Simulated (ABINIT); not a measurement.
# A GW chain in ABINIT: GaN (P6_3mc), part 2 of 3

Aim: the G0W0 gap of GaN (P6_3mc) on LDA, step by step.

ABINIT 10.8.3; LDA and many-body steps on it, plane waves. Known limits of the many-body steps: not at the basis limit; no spin-orbit coupling; coarse k mesh.

So far. Step 2 (Ground state): The gap is direct, at Γ.

The database entry behind the starting cell has ideal inner coordinates that were not refined, so it need not match the best structure at ambient conditions.

## Step 3: Bands along the symmetry lines

Level of this step: DFT, LDA, plane waves, norm-conserving pseudopotentials (ABINIT).

Levels along a band path, at the cheap level, show where the edges lie and whether the meshes to come will hold them.

File run.abi:

```
acell 3*1.0 Angstrom
rprim 
  3.190000000016 -0.000000000004 0.000000000000
  -1.595000000005 2.762621038088 0.000000000000
  0.000000000000 0.000000000000 5.189000000000
ntypat 2
znucl 31 7
natom 4
typat 1 1 2 2
xred 
  0.666666666667 0.333333333333 0.000000000000
  0.333333333333 0.666666666667 0.500000000000
  0.666666666667 0.333333333333 0.375000000000
  0.333333333333 0.666666666667 0.875000000000
pp_dirpath "pseudos"
pseudos "Ga.upf, N.upf"
ecut 45
iscf -2
irdden 1
kptopt 0
nkpt 75
kpt 
  0.00000000 0.00000000 0.00000000
  0.06250000 0.00000000 0.00000000
  0.12500000 0.00000000 0.00000000
  0.18750000 0.00000000 0.00000000
  0.25000000 0.00000000 0.00000000
  0.31250000 0.00000000 0.00000000
  0.37500000 0.00000000 0.00000000
  0.43750000 0.00000000 0.00000000
  0.50000000 0.00000000 0.00000000
  0.47916667 0.04166667 0.00000000
  0.45833333 0.08333333 0.00000000
  0.43750000 0.12500000 0.00000000
  0.41666666 0.16666666 0.00000000
  0.39583333 0.20833333 0.00000000
  0.37500000 0.25000000 0.00000000
  0.35416666 0.29166666 0.00000000
  0.33333333 0.33333333 0.00000000
  0.29166666 0.29166666 0.00000000
  0.25000000 0.25000000 0.00000000
  0.20833333 0.20833333 0.00000000
  0.16666666 0.16666666 0.00000000
  0.12500000 0.12500000 0.00000000
  0.08333333 0.08333333 0.00000000
  0.04166667 0.04166667 0.00000000
  0.00000000 0.00000000 0.00000000
  0.00000000 0.00000000 0.06250000
  0.00000000 0.00000000 0.12500000
  0.00000000 0.00000000 0.18750000
  0.00000000 0.00000000 0.25000000
  0.00000000 0.00000000 0.31250000
  0.00000000 0.00000000 0.37500000
  0.00000000 0.00000000 0.43750000
  0.00000000 0.00000000 0.50000000
  0.06250000 0.00000000 0.50000000
  0.12500000 0.00000000 0.50000000
  0.18750000 0.00000000 0.50000000
  0.25000000 0.00000000 0.50000000
  0.31250000 0.00000000 0.50000000
  0.37500000 0.00000000 0.50000000
  0.43750000 0.00000000 0.50000000
  0.50000000 0.00000000 0.50000000
  0.47916667 0.04166667 0.50000000
  0.45833333 0.08333333 0.50000000
  0.43750000 0.12500000 0.50000000
  0.41666666 0.16666666 0.50000000
  0.39583333 0.20833333 0.50000000
  0.37500000 0.25000000 0.50000000
  0.35416666 0.29166666 0.50000000
  0.33333333 0.33333333 0.50000000
  0.29166666 0.29166666 0.50000000
  0.25000000 0.25000000 0.50000000
  0.20833333 0.20833333 0.50000000
  0.16666666 0.16666666 0.50000000
  0.12500000 0.12500000 0.50000000
  0.08333333 0.08333333 0.50000000
  0.04166667 0.04166667 0.50000000
  0.00000000 0.00000000 0.50000000
  0.50000000 0.00000000 0.50000000
  0.50000000 0.00000000 0.43750000
  0.50000000 0.00000000 0.37500000
  0.50000000 0.00000000 0.31250000
  0.50000000 0.00000000 0.25000000
  0.50000000 0.00000000 0.18750000
  0.50000000 0.00000000 0.12500000
  0.50000000 0.00000000 0.06250000
  0.50000000 0.00000000 0.00000000
  0.33333333 0.33333333 0.50000000
  0.33333333 0.33333333 0.43750000
  0.33333333 0.33333333 0.37500000
  0.33333333 0.33333333 0.31250000
  0.33333333 0.33333333 0.25000000
  0.33333333 0.33333333 0.18750000
  0.33333333 0.33333333 0.12500000
  0.33333333 0.33333333 0.06250000
  0.33333333 0.33333333 0.00000000
istwfk *1
nband 33
nbdbuf 2
tolwfr 1e-08
nstep 40
prtwf 0
prtvol 0
indata_prefix "in"
outdata_prefix "out"
tmpdata_prefix "tmp"
```

Launch:

```console
$ OMP_NUM_THREADS=1 mpirun -n 8 abinit run.abi > log
```

Numbers of over 12 decimals in the logs are rounded to 6 here.

The log of the run:

```text
.Version 10.8.3 of ABINIT. v10.8.2 released Aug 2026.

 Symmetries : space group P6_3 m c (#186); Bravais hP (primitive hexag.)
[... echo of the input left out ...]
== DATASET  1 ==================================================================
-   mpi_nproc: 8, omp_nthreads: 1 (-1 if OMP is not activated)

--- !DatasetInfo
iteration_state: {dtset: 1, }
dimensions: {natom: 4, nkpt: 75, mband: 33, nsppol: 1, nspinor: 1, nspden: 1, mpw: 4506, }
cutoff_energies: {ecut:  45.0, pawecutdg:  -1.0, }
electrons: {nelect:   5.20000000E+01, charge:   0.00000000E+00, occopt:   1.00000000E+00, tsmear:   1.00000000E-02, }

 Real(R)+Recip(G) space primitive vectors, cartesian coordinates (Bohr,Bohr^-1):
 R(1)=  6.0282263  0.0000000  0.0000000  G(1)=  0.1658863  0.0957745  0.0000000
 R(2)= -3.0141132  5.2205972  0.0000000  G(2)=  0.0000000  0.1915490  0.0000000
 R(3)=  0.0000000  0.0000000  9.8057889  G(3)=  0.0000000  0.0000000  0.1019806
 Unit cell volume ucvol=  3.0859741E+02 bohr^3
 Angles (23,13,12)=  9.00000000E+01  9.00000000E+01  1.20000000E+02 degrees

 getcut: wavevector=  0.0000  0.0000  0.0000  ngfft=  40  40  60
         ecut(hartree)=     45.000   => boxcut(ratio)=   2.02627

--- Pseudopotential description ------------------------------------------------
- Ga Generated using ONCVPSP code by D. R. Hamann
- 31.00000  21.00000  180309                  znucl, zion, pspdat
12 -1012 2 -1 1858                            pspcod,pspxc,lmax,lloc,mmax
     nproj     2     2     2
  pspatm : epsatm=   21.89818218
         --- l  ekb(1:nproj) -->
             0    4.942386   -1.222782
             1   -5.724586   -1.365263
             2  -10.663097   -3.851155
 pspatm: atomic psp has been read  and splines computed

- N Generated using ONCVPSP code by D. R. Hamann
-  7.00000   5.00000  180309                  znucl, zion, pspdat
12 -1012 1 -1 1058                            pspcod,pspxc,lmax,lloc,mmax
     nproj     2     2     0
  pspatm : epsatm=    5.30777321
         --- l  ekb(1:nproj) -->
[...]
pspatm: atomic psp has been read  and splines computed

--------------------------------------------------------------------------------

================================================================================
 prteigrs : about to open file out_EIG
 Non-SCF case, kpt    1 (  0.00000  0.00000  0.00000), residuals and eigenvalues=
  7.24E-09  7.15E-09  6.99E-09  1.05E-09  2.42E-09  5.41E-09  1.54E-09  4.75E-09
  1.57E-09  1.28E-09  6.71E-09  5.43E-09  8.62E-09  2.78E-09  4.35E-09  6.52E-09
  9.61E-09  2.76E-09  3.91E-09  6.67E-09  1.53E-09  3.56E-09  5.85E-09  4.94E-09
[...]
2.95E-09
 -4.9583E+00 -4.9582E+00 -3.1635E+00 -3.1633E+00 -3.1633E+00 -3.1633E+00
 -3.1633E+00 -3.1633E+00 -3.4223E-01 -3.1192E-01 -2.6167E-01 -2.6080E-01
 -2.6080E-01 -2.5863E-01 -2.5863E-01 -2.5199E-01 -2.5199E-01 -2.4877E-01
[...]
9.41E-06
[...]
Non-SCF case, kpt   74 (  0.33333  0.33333  0.06250), residuals and eigenvalues=
[...]
Non-SCF case, kpt   75 (  0.33333  0.33333  0.00000), residuals and eigenvalues=
[...]
-1.7929E-01 -1.7929E-01  4.1358E-02  4.1358E-02  4.3937E-02  1.2801E-01
  1.2801E-01  1.3975E-01  4.2323E-01  5.2056E-01  5.2056E-01  5.4294E-01
[...]
--- !ResultsGS
iteration_state: {dtset: 1, }
comment   : Summary of ground state results
lattice_vectors:
- [  6.0282263,  -0.0000000,   0.0000000, ]
- [ -3.0141132,   5.2205972,   0.0000000, ]
- [  0.0000000,   0.0000000,   9.8057889, ]
lattice_lengths: [   6.02823,    6.02823,    9.80579, ]
lattice_angles: [ 90.000,  90.000, 120.000, ] # degrees, (23, 13, 12)
lattice_volume:   3.0859741E+02
convergence: {deltae:  0.000E+00, res2:  0.000E+00, residm:  9.986E-09, diffor:  0.000E+00, }
etotal    :  -5.16699503E+02
entropy   :   0.00000000E+00
fermie    :   2.39631527E-01
cartesian_stress_tensor: null
pressure_GPa: null
xred      :
- [  6.6667E-01,   3.3333E-01,   0.0000E+00, Ga]
- [  3.3333E-01,   6.6667E-01,   5.0000E-01, Ga]
- [  6.6667E-01,   3.3333E-01,   3.7500E-01,  N]
- [  3.3333E-01,   6.6667E-01,   8.7500E-01,  N]
cartesian_forces: null
force_length_stats: {min: null, max: null, mean: null, }

 Integrated electronic density in atomic spheres:
 ------------------------------------------------
 Atom  Sphere_radius  Integrated_density
[...]
================================================================================

 ----iterations are completed or convergence reached----

 Mean square residual over all n,k,spin=   50.936E-10; max=  99.861E-10
 reduced coordinates (array xred) for    4 atoms
[...]
0.666666666667      0.333333333333      0.375000000000
       0.333333333333      0.666666666667      0.875000000000

 cartesian coordinates (angstrom) at end:
    1      1.595000     0.920874     0.000000
    2      2e-12     1.841747     2.594500
    3      1.595000     0.920874     1.945875
    4      2e-12     1.841747     4.540375
 length scales=  1.889726125908  1.889726125908  1.889726125908 bohr
              =  1.000000000000  1.000000000000  1.000000000000 angstroms
 prteigrs : about to open file out_EIG
 Eigenvalues (hartree) for nkpt=  75  k points:
 kpt#   1, nband= 33, wtk=  1.00000, kpt=  0.0000  0.0000  0.0000 (reduced coord)
[...]
kpt#   2, nband= 33, wtk=  1.00000, kpt=  0.0625  0.0000  0.0000 (reduced coord)
[...]
kpt#   3, nband= 33, wtk=  1.00000, kpt=  0.1250  0.0000  0.0000 (reduced coord)
[...]
kpt#  74, nband= 33, wtk=  1.00000, kpt=  0.3333  0.3333  0.0625 (reduced coord)
[...]
0.69883
 kpt#  75, nband= 33, wtk=  1.00000, kpt=  0.3333  0.3333  0.0000 (reduced coord)
[...]
-0.25103   -0.24933   -0.17929   -0.17929    0.04136    0.04136    0.04394    0.12801
   0.12801    0.13975    0.42323    0.52056    0.52056    0.54294    0.59684    0.59684
   0.69521

== END DATASET(S) ==============================================================
================================================================================

 -outvars: echo values of variables after computation  --------
            nband          33
             nkpt          75
          spgroup         186
 [... the other variables as echoed above ...]

 Calculation completed.
```

Elapsed: 48 s, on 8 MPI ranks of Arm Neoverse N1, shared host; peak memory 0.67 GiB.

This step gave:

| Property | Result |
| --- | --- |
| gap | 1.916 eV |
| k of the valence top | 0, 0, 0 |
| k of the conduction bottom | 0, 0, 0 |
| least direct gap | 1.916 eV |

The gap is 1.916 eV, as in the run before at this level.

Electronic bands along the path, in eV, zero at the top of the highest filled band:

```tsv
point	band 23	band 24	band 25	band 26	band 27	band 28	band 29	band 30
Γ	-1.05	-0.07	0.00	0.00	1.92	4.15	9.03	9.72
M	-4.27	-2.77	-2.27	-0.99	4.91	5.47	5.91	8.43
K	-5.33	-3.04	-3.04	-2.72	5.00	7.64	7.64	8.25
Γ	-1.05	-0.07	0.00	0.00	1.92	4.15	9.03	9.72
A	-0.54	-0.54	-0.54	-0.54	4.18	4.18	8.33	8.33
L	-1.95	-1.95	-1.93	-1.93	4.29	4.29	7.62	7.62
H	-4.22	-4.22	-1.51	-1.51	6.31	6.31	7.17	7.17
A	-0.54	-0.54	-0.54	-0.54	4.18	4.18	8.33	8.33
jump to L	-1.95	-1.95	-1.93	-1.93	4.29	4.29	7.62	7.62
M	-4.27	-2.77	-2.27	-0.99	4.91	5.47	5.91	8.43
jump to H	-4.22	-4.22	-1.51	-1.51	6.31	6.31	7.17	7.17
K	-5.33	-3.04	-3.04	-2.72	5.00	7.64	7.64	8.25
```

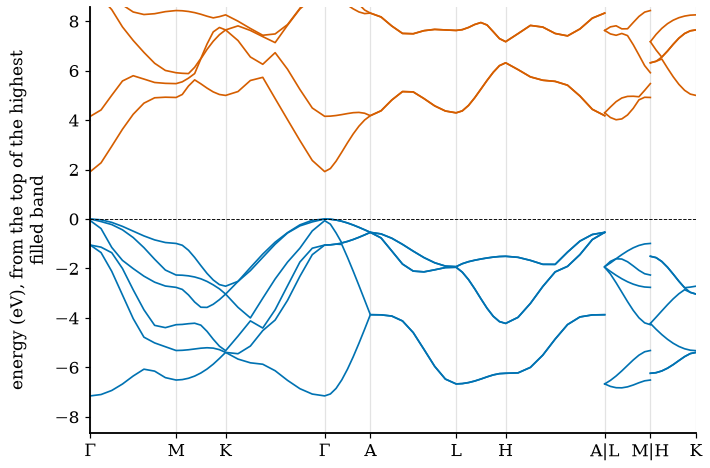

Electronic bands along the path; lines of filled and empty bands in two colours.

## Step 4: Empty states on the mesh, 3×3×2 mesh, 191 bands

The sums over transitions need many empty states on a uniform mesh; this step solves for them.

File run.abi:

```
acell 3*1.0 Angstrom
rprim 
  3.190000000016 -0.000000000004 0.000000000000
  -1.595000000005 2.762621038088 0.000000000000
  0.000000000000 0.000000000000 5.189000000000
ntypat 2
znucl 31 7
natom 4
typat 1 1 2 2
xred 
  0.666666666667 0.333333333333 0.000000000000
  0.333333333333 0.666666666667 0.500000000000
  0.666666666667 0.333333333333 0.375000000000
  0.333333333333 0.666666666667 0.875000000000
pp_dirpath "pseudos"
pseudos "Ga.upf, N.upf"
ecut 45
ngkpt 3 3 2
nshiftk 1
shiftk 0 0 0
kptopt 1
chksymbreak 0
irdden 1
istwfk *1
nband 191
prtvol 0
optdriver 6
gwr_task "HDIAGO"
paral_kgb 0
occopt 1
indata_prefix "in"
outdata_prefix "out"
tmpdata_prefix "tmp"
```

The log of the run:

```text
[banner, memory and clock lines left out]
.Version 10.8.3 of ABINIT. v10.8.2 released Aug 2026.

 Symmetries : space group P6_3 m c (#186); Bravais hP (primitive hexag.)
[... echo of the input left out ...]
== DATASET  1 ==================================================================
-   mpi_nproc: 8, omp_nthreads: 1 (-1 if OMP is not activated)

--- !DatasetInfo
iteration_state: {dtset: 1, }
dimensions: {natom: 4, nkpt: 6, mband: 191, nsppol: 1, nspinor: 1, nspden: 1, mpw: 4506, }
cutoff_energies: {ecut:  45.0, pawecutdg:  -1.0, }
electrons: {nelect:   5.20000000E+01, charge:   0.00000000E+00, occopt:   1.00000000E+00, tsmear:   1.00000000E-02, }

.Using double precision arithmetic; gwpc =  8

- Reading GS density from: in_DEN

--- Pseudopotential description ------------------------------------------------
- Ga Generated using ONCVPSP code by D. R. Hamann
- 31.00000  21.00000  180309                  znucl, zion, pspdat
12 -1012 2 -1 1858                            pspcod,pspxc,lmax,lloc,mmax
     nproj     2     2     2
  pspatm : epsatm=   21.89818218
         --- l  ekb(1:nproj) -->
             0    4.942386   -1.222782
             1   -5.724586   -1.365263
             2  -10.663097   -3.851155
 pspatm: atomic psp has been read  and splines computed

- N Generated using ONCVPSP code by D. R. Hamann
-  7.00000   5.00000  180309                  znucl, zion, pspdat
12 -1012 1 -1 1058                            pspcod,pspxc,lmax,lloc,mmax
     nproj     2     2     0
  pspatm : epsatm=    5.30777321
         --- l  ekb(1:nproj) -->
             0    7.408032    0.617798
             1   -4.361519   -1.032581
 pspatm: atomic psp has been read  and splines computed

   2.82941936E+03                                ecore*ucvol(ha*bohr**3)

 Total charge density [el/Bohr^3]
)     Maximum=    6.5123E+00  at reduced coord.    0.7500    0.3750    0.9833
)     Minimum=    4.7605E-03  at reduced coord.    0.0000    0.0000    0.2000
   Integrated=    5.2000E+01

 === KS gaps after direct diagonalization ===
 Direct band gap semiconductor
 Fundamental gap:     1.916 (eV)
   VBM:     6.521 (eV) at k: [ 0.0000E+00,  0.0000E+00,  0.0000E+00]
   CBM:     8.436 (eV) at k: [ 0.0000E+00,  0.0000E+00,  0.0000E+00]
 Direct gap:         1.916 (eV) at k: [ 0.0000E+00,  0.0000E+00,  0.0000E+00]

== END DATASET(S) ==============================================================

 -outvars: echo values of variables after computation  --------
           etotal      0.0000000000E+00
            nband         191
             nkpt           6
          spgroup         186
 [... the other variables as echoed above ...]

 Calculation completed.
```

It took 98 s on 8 MPI ranks; peak memory 8 GiB; 13 min of CPU time.

This step gave:

```yaml
gap: 1.916 eV
k_of_the_valence_top: 0, 0, 0
k_of_the_conduction_bottom: 0, 0, 0
least_direct_gap: 1.916 eV
k_points_computed: 6
lowest_point_of_the_top_converged_band_above_the_valence_top: 120.2651 eV
```

On this mesh the gap is 1.916 eV.

## Step 5: Screening, 3×3×2 mesh, 183 bands, screening to 179.6 eV

The RPA dielectric matrix is built and inverted for each q.

This step: RPA screening on LDA, plane waves, norm-conserving pseudopotentials.

Edit run.abi of step 4 so:

```diff
@@ -22,10 +22,11 @@
 chksymbreak 0
-irdden 1
 istwfk *1
-nband 191
-prtvol 0
-optdriver 6
-gwr_task "HDIAGO"
-paral_kgb 0
 occopt 1
+irdwfk 1
+optdriver 3
+nband 183
+ecuteps 6.6
+inclvkb 2
+awtr 1
+symchi 1
 indata_prefix "in"
```

The log of the run:

```text
.Version 10.8.3 of ABINIT. v10.8.2 released Aug 2026.

 Symmetries : space group P6_3 m c (#186); Bravais hP (primitive hexag.)
[... echo of the input left out ...]
== DATASET  1 ==================================================================
-   mpi_nproc: 8, omp_nthreads: 1 (-1 if OMP is not activated)

--- !DatasetInfo
iteration_state: {dtset: 1, }
dimensions: {natom: 4, nkpt: 6, mband: 183, nsppol: 1, nspinor: 1, nspden: 1, mpw: 4506, }
cutoff_energies: {ecut:  45.0, pawecutdg:  -1.0, }
electrons: {nelect:   5.20000000E+01, charge:   0.00000000E+00, occopt:   1.00000000E+00, tsmear:   1.00000000E-02, }

 SCREENING: Calculation of the susceptibility and dielectric matrices

 Based on a program developped by R.W. Godby, V. Olevano, G. Onida, and L. Reining.
 Incorporated in ABINIT by V. Olevano, G.-M. Rignanese, and M. Torrent.
.Using double precision arithmetic ; gwpc =  8

[... cell and pseudopotentials left out ...]
--------------------------------------------------------------------------------

 ==== K-mesh for the wavefunctions ====
 Number of points in the irreducible wedge :     6
[... list of points left out ...]
 Together with 12 symmetry operations and time-reversal symmetry
 yields    18 points in the full Brillouin Zone.

 ==== Q-mesh for the screening function ====
 Number of points in the irreducible wedge :     6
[... list of points left out ...]
 Together with 12 symmetry operations and time-reversal symmetry
 yields    18 points in the full Brillouin Zone.

 setmesh: FFT mesh size selected  =    27x   27x   48
          total number of points  =        34992

 vcoul_init : cutoff-mode = AUXILIARY_FUNCTION
 q-points for optical limit:   1
     1)      0.000010    0.000020    0.000030

- screening: taking advantage of time-reversal symmetry
- Maximum band index for partially occupied states nbvw = 26
- Remaining bands to be divided among processors   nbcw = 157
- Number of bands treated by each node ~19

 Number of electrons calculated from density =   52.0000; Expected =   52.0000
 average of density, n =  0.168504
 r_s =    1.1231
 omega_plasma =   39.5969 [eV]

 calculating chi0 at frequencies [eV] :
  1    0.000000E+00    0.000000E+00
  2    0.000000E+00    3.959690E+01

--------------------------------------------------------------------------------
  q-point number  1        q = ( 0.000000, 0.000000, 0.000000) [r.l.u.]
--------------------------------------------------------------------------------
[... chi0 elements left out ...]
 For q-point:  0.000010 0.000020 0.000030
  dielectric constant =   9.9883
  dielectric constant without local fields =  10.7763

  Average fulfillment of the sum rule on Im[epsilon] for q-point    1 :     52.50  [%]
[... wings left out ...]
  q-point number  2        q = ( 0.333333, 0.000000, 0.000000) [r.l.u.]
--------------------------------------------------------------------------------
[... chi0 elements left out ...]
  Average fulfillment of the sum rule on Im[epsilon] for q-point    2 :     55.78  [%]

 [... 4 further q-points ...]
```

The job ended after 56 s (8 MPI ranks; peak memory 1.9 GiB).

Numbers from this step:

- ε∞ with local fields, on this mesh, along the program's q direction: 9.988
- the same without local fields: 10.78
- plasma frequency: 39.60 eV
- plane waves in the screening matrix: 251

Local fields lower ε∞ by 7 %. On a Γ-centred mesh this coarse the value itself is usually too large, while a short band sum pulls it down.

[end of part 2 of 3]

[Paths, hosts, dates, memory and timing lines, banners, echoed tables and standing remarks are left out of the program output.]

[Logs are printed without paths, hosts, clocks, repeated set-up lines and the standing remarks that a program may print on its own settings, such as how far it seeks lower states.]

[Runs of the session that timed out or met a known fault of the program may be left out.]

[Hosts, paths, dates, database ids (printed as entryN), source tags and the programs' standing remarks are cut or masked in the printed files.]

[G0W0 gaps are taken among the corrected bands and points alone; a level outside them can change the order at an edge.]

[Where Ansatz stands beside ABINIT at settings called matched, ABINIT's density can come from a denser mesh and the files from another edition; pairs whose starting gaps differed by over 0.03 eV were left out, so agreement reads better than it is.]
